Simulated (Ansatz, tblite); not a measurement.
# (CuNH2)2 ring (Cu2N2H4): a ladder of methods and basis sets

How do method and basis change the picture of (CuNH2)2 ring (Cu2N2H4) (singlet)?

The runs use Ansatz 0.2.0, Gaussian basis; as each input shows.

Levels to be run: GFN1-xTB, GFN2-xTB, PBE-D4/def2-TZVP, r2SCAN-D4/def2-TZVP, PBE-QIDH/def2-TZVP, r2SCANh-D4/def2-TZVP, HF/def2-TZVP, LC-ωPBE/def2-TZVP, CAM-B3LYP-D4/def2-TZVP, ωB97X-V/def2-TZVP, revPBE-D4/def2-TZVP, PBE+5HF/def2-TZVP, PBE+10HF/def2-TZVP, PBE+15HF/def2-TZVP, PBE+35HF/def2-TZVP, PBE+50HF/def2-TZVP, PBE-D4/def2-SVP, PBE0-D4/def2-SVP, HF/STO-3G, HF/6-31G, B3LYP-D4/6-31G, PBE0-D4/def2-TZVPD, PBE-D4/def2-TZVPD, r2SCAN-D4/def2-TZVPD, CCSD(T)/def2-TZVP, RPA/def2-TZVP.

## 1. The structure

The geometry is that of the singlet, from an earlier relaxation (r2SCAN-D4/def2-SVP).

8 atoms, charge 0, spin multiplicity 1.

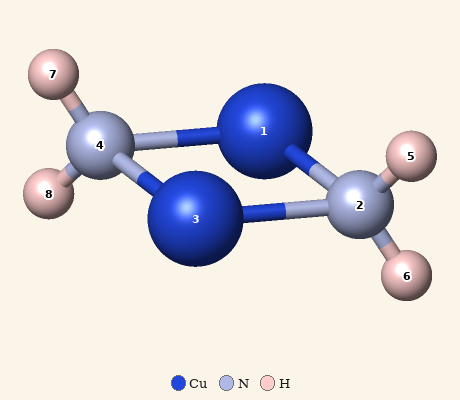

The geometry (copper blue, nitrogen light blue, hydrogen pink); atoms are numbered from 1 in the order of the file.

Coordinates:

```xyz
8
charge 0, multiplicity 1
Cu   -0.7730   -0.6535   -0.4555
N    -0.9131    0.1419    1.3461
Cu    0.7729    0.6537    0.4554
N     0.9131   -0.1419   -1.3461
H    -0.8960   -0.4565    2.1757
H    -1.6265    0.8486    1.5427
H     1.6264   -0.8486   -1.5424
H     0.8961    0.4564   -2.1759
```

No spin-orbit coupling is included.

PBE0-D4/def2-TZVP was run before; its log isn't repeated, and its numbers join the tables.

## 2. GFN1-xTB

Tight binding, by tblite at 300 K electronic temperature and without a spin-polarisation term:

```python
tblite.interface.Calculator('GFN1-xTB', numbers, positions, charge=0, uhf=0).singlepoint()
```

Energy -477.3729 eV, HOMO -9.99 eV, LUMO -6.40 eV; 0.004 s.

## 3. GFN2-xTB

Tight binding, by tblite at 300 K electronic temperature and without a spin-polarisation term:

```python
tblite.interface.Calculator('GFN2-xTB', numbers, positions, charge=0, uhf=0).singlepoint()
```

Energy -425.4277 eV, HOMO -8.28 eV, LUMO -4.18 eV; 0.003 s.

## 4. PBE-D4/def2-TZVP

start.molden holds the orbitals of an earlier run on this state, given as this run's starting guess.

Contents of in.yaml:

```yaml
crystal:
  periodic: [false, false, false]
  atoms:
    - {symbol: Cu, position_ang: [-0.772999, -0.653502, -0.455458]}
    - {symbol: N, position_ang: [-0.913139, 0.141940, 1.346063]}
    - {symbol: Cu, position_ang: [0.772931, 0.653679, 0.455395]}
    - {symbol: N, position_ang: [0.913100, -0.141894, -1.346091]}
    - {symbol: H, position_ang: [-0.895963, -0.456514, 2.175744]}
    - {symbol: H, position_ang: [-1.626480, 0.848553, 1.542667]}
    - {symbol: H, position_ang: [1.626391, -0.848638, -1.542419]}
    - {symbol: H, position_ang: [0.896148, 0.456386, -2.175900]}
basis:
  gaussian: {orbitals: def2-TZVP, initial_orbitals: start.molden}
hamiltonian: {xc: pbe, dispersion: d4}
scf: {omitted_lower_state_checks: [starts]}
output: {forces: true, orbitals: {seedname: orbitals}}
```

On the command line:

```
ansatz run in.yaml --threads 4 --pin off --events-out ev --progress --plain --max-ram 3916MiB
```

What it wrote, cut to the lines that bear on the results:

```text
Functional definition: PBE
  name "PBE"
  cite "Perdew, Burke & Ernzerhof, Phys. Rev. Lett. 77, 3865 (1996) doi:10.1103/PhysRevLett.77.3865"
  parent pbe
[...]
1392 factors; their error is unknown
[...]
mean field -92312.85207794 eV, -3392.4347419658 hartree, gradient 1.3e-5 eV, S^2 0.000000; 0 other end points of the search recorded, 0 dependent functions left out
[...]
reference -92312.85212840 eV, -3392.4347438203 hartree; 38, 38 occupied and 138, 138 virtual orbitals, 1392 factors
Total energy: -92313.03981893 eV, -3392.4416413198 hartree
Atom 0 at    -0.772999    -0.653502    -0.455458 Å, force    -0.592097    -0.500620    -0.348942 eV/Å
Atom 1 at    -0.913139     0.141940     1.346063 Å, force    -0.171882     0.026780     0.253523 eV/Å
Atom 2 at     0.772931     0.653679     0.455395 Å, force     0.591926     0.500639     0.348840 eV/Å
Atom 3 at     0.913100    -0.141894    -1.346091 Å, force     0.172191    -0.027010    -0.253337 eV/Å
Atom 4 at    -0.895963    -0.456514     2.175744 Å, force     0.082365    -0.046259    -0.073390 eV/Å
Atom 5 at    -1.626480     0.848553     1.542667 Å, force     0.041300     0.027083    -0.108931 eV/Å
Atom 6 at     1.626391    -0.848638    -1.542419 Å, force    -0.041309    -0.026980     0.108789 eV/Å
Atom 7 at     0.896148     0.456386    -2.175900 Å, force    -0.082494     0.046366     0.073448 eV/Å
Dipole moment:     0.000036    -0.000026     0.000026 e Å
Checks for a lower state left out: starts
```

Wall time 2.5 s (4 threads of Arm Neoverse V2, shared host).

From the report: HOMO -3.98 eV, LUMO -2.11 eV.

## 5. r2SCAN-D4/def2-TZVP

in.yaml, as its differences from that of step 4:

```diff
@@ -13,4 +13,4 @@
   gaussian: {orbitals: def2-TZVP, initial_orbitals: start.molden}
-hamiltonian: {xc: pbe, dispersion: d4}
+hamiltonian: {xc: r2scan, dispersion: d4}
 scf: {omitted_lower_state_checks: [starts]}
-output: {forces: true, orbitals: {seedname: orbitals}}
+output: {orbitals: {seedname: orbitals}}
```

Same command.

What it wrote:

```text
Functional definition: r2SCAN
  name "r2SCAN"
  cite "Furness, Kaplan, Ning, Perdew & Sun, J. Phys. Chem. Lett. 11, 8208 (2020) doi:10.1021/acs.jpclett.0c02405"
  cite "Furness, Kaplan, Ning, Perdew & Sun, J. Phys. Chem. Lett. 11, 9248 (2020) doi:10.1021/acs.jpclett.0c03077"
  parent r2scan
  parameter k0 = 0.174
  parameter k1 = 0.065
  parameter a1 = 4.9479
  exchange = r2scan_x(k0 = k0, k1 = k1, a1 = a1)
  correlation = r2scan_c
these checks for a lower state are left out or cut short: starts
1392 factors; their error is unknown
mean field evaluation 1: about -92327.2108 eV, gradient 7.2e0 eV
mean field evaluation 2: about -92327.3023 eV, gradient 2.9e-1 eV
mean field evaluation 4: about -92327.2423 eV, gradient 3.2e-1 eV
mean field evaluation 8: about -92327.2424 eV, gradient 1.4e-5 eV
mean field -92327.24237495 eV, -3392.9635756267 hartree, gradient 1.4e-5 eV, S^2 0.000000; 0 other end points of the search recorded, 0 dependent functions left out
reference -92327.24239148 eV, -3392.9635762343 hartree; 38, 38 occupied and 138, 138 virtual orbitals, 1392 factors
Total energy: -92327.28304851 eV, -3392.9650703527 hartree
Checks for a lower state left out: starts
```

It took 4.5 s on 4 threads of Arm Neoverse V2, shared host.

Report: HOMO -3.96 eV, LUMO -1.83 eV.

## 6. PBE-QIDH/def2-TZVP

in.yaml, as its differences from that of step 5:

```diff
@@ -13,4 +13,4 @@
   gaussian: {orbitals: def2-TZVP, initial_orbitals: start.molden}
-hamiltonian: {xc: r2scan, dispersion: d4}
+hamiltonian: {xc: {name: PBE-QIDH}}
+correlation: {frozen_orbitals: {Cu: 9, H: 0, "N": 1}}
 scf: {omitted_lower_state_checks: [starts]}
-output: {orbitals: {seedname: orbitals}}
```

Launched as before.

What it wrote, cut to the lines that bear on the results:

```text
Functional definition: PBE-QIDH
  name "PBE-QIDH"
  cite "Brémond, Sancho-García, Pérez-Jiménez & Adamo, J. Chem. Phys. 141, 031101 (2014) doi:10.1063/1.4890314"
  cite "Perdew, Burke & Ernzerhof, Phys. Rev. Lett. 77, 3865 (1996) doi:10.1103/PhysRevLett.77.3865"
[...]
1540 factors; integrals over basis functions are off by at most 1.2e-3 eV
[...]
mean field -92282.97142248 eV, -3391.3366481315 hartree, gradient 2.5e-6 eV, S^2 0.000000; 0 other end points of the search recorded, 0 dependent functions left out
20 core orbitals not correlated: weight in the atoms' cores, before any rotation towards them, 1.000 or more for the frozen orbitals, at most 0.000 for the correlated occupied ones
reference -92282.97143772 eV, -3391.3366486917 hartree; 18, 18 occupied and 138, 138 virtual orbitals, 1540 factors
second order -41.39966531 eV of doubles, -0.00000000 eV of singles
Total energy: -92296.77132616 eV, -3391.8437852379 hartree
Checks for a lower state left out: starts
```

It took 5.5 s on 4 threads of Arm Neoverse V2, shared host.

## 7. r2SCANh-D4/def2-TZVP

in.yaml, as its differences from that of step 6:

```diff
@@ -13,4 +13,4 @@
   gaussian: {orbitals: def2-TZVP, initial_orbitals: start.molden}
-hamiltonian: {xc: {name: PBE-QIDH}}
-correlation: {frozen_orbitals: {Cu: 9, H: 0, "N": 1}}
+hamiltonian: {xc: {name: r2SCANh}, dispersion: d4}
 scf: {omitted_lower_state_checks: [starts]}
+output: {orbitals: {seedname: orbitals}}
```

The command is unchanged.

What it wrote, cut to the lines that bear on the results:

```text
Functional definition: r2SCANh
  name "r2SCANh"
  cite "Bursch, Neugebauer, Ehlert & Grimme, J. Chem. Phys. 156, 134105 (2022) doi:10.1063/5.0086040"
  cite "Furness, Kaplan, Ning, Perdew & Sun, J. Phys. Chem. Lett. 11, 8208 (2020) doi:10.1021/acs.jpclett.0c02405"
  cite "Furness, Kaplan, Ning, Perdew & Sun, J. Phys. Chem. Lett. 11, 9248 (2020) doi:10.1021/acs.jpclett.0c03077"
  parent r2scan
[...]
1432 factors; their error is unknown
[...]
mean field -92325.79420121 eV, -3392.9103562236 hartree, gradient 9.4e-6 eV, S^2 0.000000; 0 other end points of the search recorded, 0 dependent functions left out
reference -92325.79421636 eV, -3392.9103567804 hartree; 38, 38 occupied and 138, 138 virtual orbitals, 1432 factors
Total energy: -92325.83835516 eV, -3392.9119788513 hartree
Checks for a lower state left out: starts
```

Wall time 5.5 s (4 threads of Arm Neoverse V2, shared host); peak memory 0.55 GiB.

From the report: HOMO -4.50 eV, LUMO -1.48 eV.

## 8. HF/def2-TZVP

in.yaml, as its differences from that of step 7:

```diff
@@ -13,3 +13,3 @@
   gaussian: {orbitals: def2-TZVP, initial_orbitals: start.molden}
-hamiltonian: {xc: {name: r2SCANh}, dispersion: d4}
+hamiltonian: {xc: hf}
 scf: {omitted_lower_state_checks: [starts]}
```

Launched as before.

What it wrote:

```text
Functional definition: HF
  name "HF"
  cite "Fock, Z. Phys. 61, 126 (1930) doi:10.1007/BF01340294"
  parent pbe
  exchange = exact_x
  correlation = 0
these checks for a lower state are left out or cut short: starts
1906 factors; their error is unknown
mean field evaluation 1: about -92221.2984 eV, gradient 3.4e1 eV
mean field evaluation 2: about -92222.8246 eV, gradient 2.4e0 eV
mean field evaluation 4: about -92222.8711 eV, gradient 7.1e-4 eV
mean field -92223.38798083 eV, -3389.1469970379 hartree, gradient 1.1e-5 eV, S^2 0.000000; 0 other end points of the search recorded, 0 dependent functions left out
reference -92223.38798083 eV, -3389.1469970379 hartree; 38, 38 occupied and 138, 138 virtual orbitals, 1906 factors
Total energy: -92223.38798083 eV, -3389.1469970379 hartree
Checks for a lower state left out: starts
```

Run time: 2.1 s. Hardware: 4 threads of Arm Neoverse V2, shared host; peak memory 0.57 GiB.

From the report: HOMO -8.70 eV, LUMO 1.37 eV.

## 9. LC-ωPBE/def2-TZVP

in.yaml, as its differences from that of step 8:

```diff
@@ -13,3 +13,3 @@
   gaussian: {orbitals: def2-TZVP, initial_orbitals: start.molden}
-hamiltonian: {xc: hf}
+hamiltonian: {xc: {name: LC-wPBE}}
 scf: {omitted_lower_state_checks: [starts]}
```

Launched as before.

What it wrote, cut to the lines that bear on the results:

```text
Functional definition: LC-wPBE
  name "LC-wPBE"
  cite "Vydrov & Scuseria, J. Chem. Phys. 125, 234109 (2006) doi:10.1063/1.2409292"
  cite "Heyd & Scuseria, J. Chem. Phys. 120, 7274 (2004) doi:10.1063/1.1668634"
  cite "Ernzerhof & Perdew, J. Chem. Phys. 109, 3313 (1998) doi:10.1063/1.476928"
  cite "Perdew, Burke & Ernzerhof, Phys. Rev. Lett. 77, 3865 (1996) doi:10.1103/PhysRevLett.77.3865"
  parent pbe
[...]
1392 factors; their error is unknown
370 factors; integrals over basis functions are off by at most 2.9e-5 eV
[...]
mean field -92316.40901884 eV, -3392.5654571327 hartree, gradient 1.4e-5 eV, S^2 0.000000; 0 other end points of the search recorded, 0 dependent functions left out
reference -92316.40901884 eV, -3392.5654571330 hartree; 38, 38 occupied and 138, 138 virtual orbitals, 1392 factors
Total energy: -92316.40901884 eV, -3392.5654571330 hartree
Checks for a lower state left out: starts
```

Run time: 2.7 s. Hardware: 4 threads of Arm Neoverse V2, shared host.

Report: HOMO -7.83 eV, LUMO 0.83 eV.

## 10. CAM-B3LYP-D4/def2-TZVP

in.yaml, as its differences from that of step 9:

```diff
@@ -13,3 +13,3 @@
   gaussian: {orbitals: def2-TZVP, initial_orbitals: start.molden}
-hamiltonian: {xc: {name: LC-wPBE}}
+hamiltonian: {xc: {name: CAM-B3LYP}, dispersion: d4}
 scf: {omitted_lower_state_checks: [starts]}
```

The command is unchanged.

What it wrote, cut to the lines that bear on the results:

```text
Functional definition: CAM-B3LYP
  name "CAM-B3LYP"
  cite "Yanai, Tew & Handy, Chem. Phys. Lett. 393, 51 (2004) doi:10.1016/j.cplett.2004.06.011"
  cite "Iikura, Tsuneda, Yanai & Hirao, J. Chem. Phys. 115, 3540 (2001) doi:10.1063/1.1383587"
  cite "Becke, Phys. Rev. A 38, 3098 (1988) doi:10.1103/PhysRevA.38.3098"
  cite "Lee, Yang & Parr, Phys. Rev. B 37, 785 (1988) doi:10.1103/PhysRevB.37.785"
  cite "Vosko, Wilk & Nusair, Can. J. Phys. 58, 1200 (1980) doi:10.1139/p80-159"
[...]
  # Exact exchange under (alpha + beta erf(omega r))/r, Becke's under what is left of 1/r.
[...]
1570 factors; their error is unknown
333 factors; integrals over basis functions are off by at most 1.5e-5 eV
[...]
mean field -92333.86112753 eV, -3393.2068102978 hartree, gradient 2.5e-5 eV, S^2 0.000000; 0 other end points of the search recorded, 0 dependent functions left out
reference -92333.86125107 eV, -3393.2068148376 hartree; 38, 38 occupied and 138, 138 virtual orbitals, 1570 factors
Total energy: -92334.02166180 eV, -3393.2127098235 hartree
Checks for a lower state left out: starts
```

It took 3.7 s on 4 threads of Arm Neoverse V2, shared host; peak memory 0.6 GiB.

From the report: HOMO -6.73 eV, LUMO -0.36 eV.

## 11. ωB97X-V/def2-TZVP

in.yaml, as its differences from that of step 10:

```diff
@@ -13,3 +13,3 @@
   gaussian: {orbitals: def2-TZVP, initial_orbitals: start.molden}
-hamiltonian: {xc: {name: CAM-B3LYP}, dispersion: d4}
+hamiltonian: {xc: {name: wB97X-V}}
 scf: {omitted_lower_state_checks: [starts]}
```

The command is unchanged.

What it wrote, cut to the lines that bear on the results:

```text
Functional definition: wB97X-V
  name "wB97X-V"
  cite "Mardirossian & Head-Gordon, Phys. Chem. Chem. Phys. 16, 9904 (2014) doi:10.1039/C3CP54374A"
  cite "Becke, J. Chem. Phys. 107, 8554 (1997) doi:10.1063/1.475007"
  cite "Vydrov & Van Voorhis, J. Chem. Phys. 133, 244103 (2010) doi:10.1063/1.3521275"
[...]
      + integral(e_c_pw_opposite_spin*poly(b97_u_opposite, cos0, cos1)) + vv10(b, c)
[...]
1548 factors; their error is unknown
300 factors; integrals over basis functions are off by at most 1.0e-5 eV
[...]
mean field -92319.70185931 eV, -3392.6864667884 hartree, gradient 1.6e-5 eV, S^2 0.000000; 0 other end points of the search recorded, 0 dependent functions left out
reference -92319.70185690 eV, -3392.6864666996 hartree; 38, 38 occupied and 138, 138 virtual orbitals, 1548 factors
Total energy: -92319.70185690 eV, -3392.6864666996 hartree
Checks for a lower state left out: starts
```

Run time: 8.5 s. Hardware: 4 threads of Arm Neoverse V2, shared host; peak memory 0.66 GiB.

From the report: HOMO -7.62 eV, LUMO 0.65 eV.

## 12. revPBE-D4/def2-TZVP

in.yaml, as its differences from that of step 11:

```diff
@@ -13,3 +13,3 @@
   gaussian: {orbitals: def2-TZVP, initial_orbitals: start.molden}
-hamiltonian: {xc: {name: wB97X-V}}
+hamiltonian: {xc: {name: revPBE}, dispersion: d4}
 scf: {omitted_lower_state_checks: [starts]}
```

Same command.

What it wrote:

```text
Functional definition: revPBE
  name "revPBE"
  cite "Zhang & Yang, Phys. Rev. Lett. 80, 890 (1998) doi:10.1103/PhysRevLett.80.890"
  cite "Perdew, Burke & Ernzerhof, Phys. Rev. Lett. 77, 3865 (1996) doi:10.1103/PhysRevLett.77.3865"
  parameter kappa = 1.245
  parameter beta = 0.06672455060314922
  exchange = pbe_x(kappa = kappa, mu = beta*pi^2/3)
  correlation = pbe_c(beta = beta)
these checks for a lower state are left out or cut short: starts
1392 factors; their error is unknown
mean field evaluation 1: about -92323.0593 eV, gradient 1.2e1 eV
mean field evaluation 2: about -92323.2882 eV, gradient 5.7e-1 eV
mean field evaluation 4: about -92323.2215 eV, gradient 3.1e-1 eV
mean field evaluation 8: about -92323.2216 eV, gradient 1.8e-5 eV
mean field -92323.22157658 eV, -3392.8158140122 hartree, gradient 1.8e-5 eV, S^2 0.000000; 0 other end points of the search recorded, 0 dependent functions left out
reference -92323.22163929 eV, -3392.8158163166 hartree; 38, 38 occupied and 138, 138 virtual orbitals, 1392 factors
Total energy: -92323.76670240 eV, -3392.8358470166 hartree
Checks for a lower state left out: starts
```

Run time: 2.2 s. Hardware: 4 threads of Arm Neoverse V2, shared host.

From the report: HOMO -3.88 eV, LUMO -2.02 eV.

## 13. PBE+5HF/def2-TZVP

in.yaml, as its differences from that of step 12:

```diff
@@ -13,3 +13,3 @@
   gaussian: {orbitals: def2-TZVP, initial_orbitals: start.molden}
-hamiltonian: {xc: {name: revPBE}, dispersion: d4}
+hamiltonian: {xc: {text: "exchange = 0.95*pbe_x + 0.05*exact_x\ncorrelation = pbe_c"}}
 scf: {omitted_lower_state_checks: [starts]}
```

Launched as before.

What it wrote:

```text
Functional definition: unnamed
  exchange = 0.95*pbe_x + 0.05*exact_x
  correlation = pbe_c
these checks for a lower state are left out or cut short: starts
1392 factors; their error is unknown
mean field evaluation 1: about -92312.6290 eV, gradient 9.8e0 eV
mean field evaluation 2: about -92312.7945 eV, gradient 3.5e-1 eV
mean field evaluation 4: about -92312.7561 eV, gradient 3.0e-1 eV
mean field evaluation 8: about -92312.7562 eV, gradient 1.8e-5 eV
mean field -92312.75621950 eV, -3392.4312192331 hartree, gradient 1.8e-5 eV, S^2 0.000000; 0 other end points of the search recorded, 0 dependent functions left out
reference -92312.75626741 eV, -3392.4312209936 hartree; 38, 38 occupied and 138, 138 virtual orbitals, 1392 factors
Total energy: -92312.75626741 eV, -3392.4312209936 hartree
Checks for a lower state left out: starts
```

Wall time 3.2 s (4 threads of Arm Neoverse V2, shared host).

HOMO -4.23 eV, LUMO -1.91 eV.

## 14. PBE+10HF/def2-TZVP

in.yaml, as its differences from that of step 13:

```diff
@@ -13,3 +13,3 @@
   gaussian: {orbitals: def2-TZVP, initial_orbitals: start.molden}
-hamiltonian: {xc: {text: "exchange = 0.95*pbe_x + 0.05*exact_x\ncorrelation = pbe_c"}}
+hamiltonian: {xc: {text: "exchange = 0.90*pbe_x + 0.10*exact_x\ncorrelation = pbe_c"}}
 scf: {omitted_lower_state_checks: [starts]}
```

Same command.

What it wrote:

```text
Functional definition: unnamed
  exchange = 0.90*pbe_x + 0.10*exact_x
  correlation = pbe_c
these checks for a lower state are left out or cut short: starts
1432 factors; their error is unknown
mean field evaluation 1: about -92312.5998 eV, gradient 7.4e0 eV
mean field evaluation 2: about -92312.6923 eV, gradient 2.0e-1 eV
mean field evaluation 4: about -92312.6825 eV, gradient 2.6e-4 eV
mean field -92312.68253174 eV, -3392.4285112579 hartree, gradient 1.8e-5 eV, S^2 0.000000; 0 other end points of the search recorded, 0 dependent functions left out
reference -92312.68257703 eV, -3392.4285129221 hartree; 38, 38 occupied and 138, 138 virtual orbitals, 1432 factors
Total energy: -92312.68257703 eV, -3392.4285129221 hartree
Checks for a lower state left out: starts
```

Wall time 3 s (4 threads of Arm Neoverse V2, shared host).

From the report: HOMO -4.49 eV, LUMO -1.72 eV.

## 15. PBE+15HF/def2-TZVP

in.yaml, as its differences from that of step 14:

```diff
@@ -13,3 +13,3 @@
   gaussian: {orbitals: def2-TZVP, initial_orbitals: start.molden}
-hamiltonian: {xc: {text: "exchange = 0.90*pbe_x + 0.10*exact_x\ncorrelation = pbe_c"}}
+hamiltonian: {xc: {text: "exchange = 0.85*pbe_x + 0.15*exact_x\ncorrelation = pbe_c"}}
 scf: {omitted_lower_state_checks: [starts]}
```

The command is unchanged.

What it wrote:

```text
Functional definition: unnamed
  exchange = 0.85*pbe_x + 0.15*exact_x
  correlation = pbe_c
these checks for a lower state are left out or cut short: starts
1548 factors; their error is unknown
mean field evaluation 1: about -92312.5706 eV, gradient 4.9e0 eV
mean field evaluation 2: about -92312.6116 eV, gradient 8.2e-2 eV
mean field evaluation 4: about -92312.6314 eV, gradient 1.2e-4 eV
mean field -92312.63136013 eV, -3392.4266307358 hartree, gradient 1.3e-5 eV, S^2 0.000000; 0 other end points of the search recorded, 0 dependent functions left out
reference -92312.63140276 eV, -3392.4266323024 hartree; 38, 38 occupied and 138, 138 virtual orbitals, 1548 factors
Total energy: -92312.63140276 eV, -3392.4266323024 hartree
Checks for a lower state left out: starts
```

Wall time 3.2 s (4 threads of Arm Neoverse V2, shared host).

HOMO -4.75 eV, LUMO -1.53 eV.

## 16. PBE+35HF/def2-TZVP

in.yaml, as its differences from that of step 15:

```diff
@@ -13,3 +13,3 @@
   gaussian: {orbitals: def2-TZVP, initial_orbitals: start.molden}
-hamiltonian: {xc: {text: "exchange = 0.85*pbe_x + 0.15*exact_x\ncorrelation = pbe_c"}}
+hamiltonian: {xc: {text: "exchange = 0.65*pbe_x + 0.35*exact_x\ncorrelation = pbe_c"}}
 scf: {omitted_lower_state_checks: [starts]}
```

The command is unchanged.

What it wrote:

```text
Functional definition: unnamed
  exchange = 0.65*pbe_x + 0.35*exact_x
  correlation = pbe_c
these checks for a lower state are left out or cut short: starts
1622 factors; their error is unknown
mean field evaluation 1: about -92312.4540 eV, gradient 4.9e0 eV
mean field evaluation 2: about -92312.4933 eV, gradient 1.0e-1 eV
mean field evaluation 4: about -92312.6297 eV, gradient 8.1e-4 eV
mean field -92312.62974197 eV, -3392.4265712696 hartree, gradient 1.2e-5 eV, S^2 0.000000; 0 other end points of the search recorded, 0 dependent functions left out
reference -92312.62977419 eV, -3392.4265724537 hartree; 38, 38 occupied and 138, 138 virtual orbitals, 1622 factors
Total energy: -92312.62977419 eV, -3392.4265724537 hartree
Checks for a lower state left out: starts
```

It took 3.1 s on 4 threads of Arm Neoverse V2, shared host; peak memory 0.55 GiB.

Report: HOMO -5.83 eV, LUMO -0.81 eV.

[end of part 1 of 2]
